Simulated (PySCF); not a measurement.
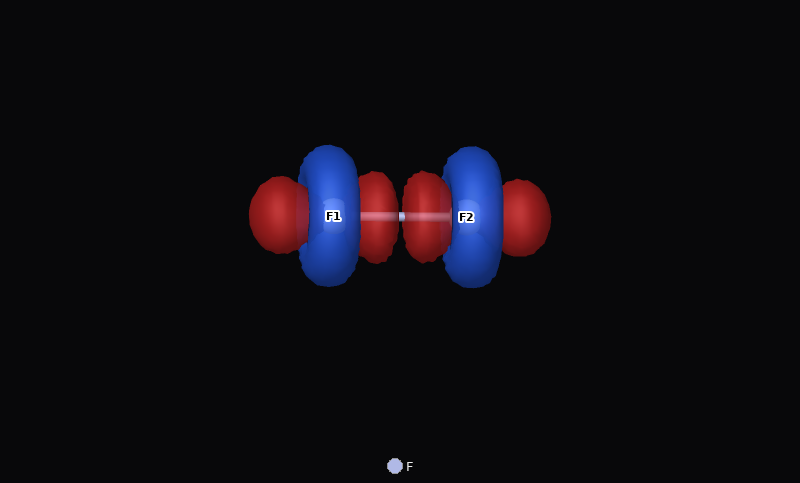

Figure. F2, SMILES `FF`. Deformation density (molecule less spherical, spin-averaged free atoms at the same positions), surfaces at ±0.1 e/Å³; blue: gain, red: loss.

Method: PBE0/def2-TZVP; geometry: GFN2-xTB; program: PySCF. No frequency check shows the geometry to be a minimum.

Geometry (Å), atoms numbered from 1:

```
F1       0.7016    0.0000    0.0000
F2      -0.7016    0.0000    0.0000
```

Question: Describe the bonding that the map shows.

Answer: F1–F2: −0.05 e/Å³ at the bond critical point (bond length 1.40 Å, Mayer order 0.9). In all, 0.7 electrons gather in the regions of gain relative to the promolecule. A small or negative value marks a very polar bond, one between electron-rich atoms, whose free-atom densities already overlap strongly, a long bond to a heavier atom, or a closed-shell contact such as a hydrogen bond.

Question: Where do the Hirshfeld charges lie?

Answer: The highest Hirshfeld charge is on F1 and F2 (0.00 e), the lowest on F1 and F2 (0.00 e).

| atom | charge (e) |
| --- | --- |
| F1 | 0.00 |
| F2 | 0.00 |

Cost of the run: 2.4 s on 1 thread of Intel(R) Xeon(R) Platinum 8488C (Sapphire Rapids) (shared host), peak memory 0.18 GiB.
